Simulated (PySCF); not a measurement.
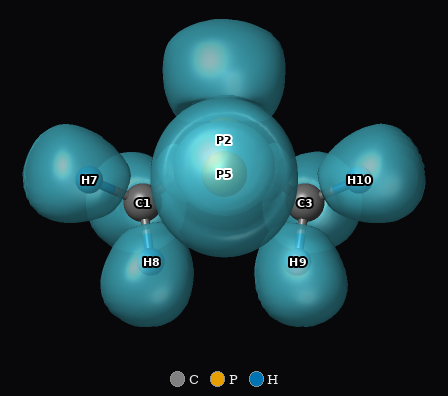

*C$_{3}$H$_{6}$P$_{2}$ (SMILES CP(C)C#P). Isosurface of the ELF at 0.8 (cyan), seen from one side. Core shells and regions of very low density are left out.*

Geometry: GFN2-xTB.

Level of theory: B3LYP/def2-SVPD, SCF density, gas phase (PySCF).

```xyz
11

C     0.7026    1.2975    0.3148
P     0.3027   -0.0077   -0.9453
C    -1.3966   -0.4562   -0.3438
C     1.1851   -1.3372   -0.2186
P     2.0639   -2.5529    0.2172
H     0.1015    2.1822    0.1086
H     1.7546    1.5622    0.2275
H     0.4999    0.9435    1.3248
H    -1.3967   -0.6399    0.7299
H    -1.7339   -1.3502   -0.8648
H    -2.0776    0.3615   -0.5762
```

### Where are the electrons localised?

At this value the surface marks out four regions between bonded C–P atoms (shared pairs), six regions around hydrogen nuclei and two lobes on P, pointing away from the bonds (lone pairs). Along the contacts the grid gives the following. C–P (1.56 Å): the ELF peaks at about 0.85 between the atoms; localised, covalent bonding. C–H (1.09 Å): the ELF climbs to about 1 towards the hydrogen, as it does in any bond to H; an ordinary covalent bond to hydrogen.
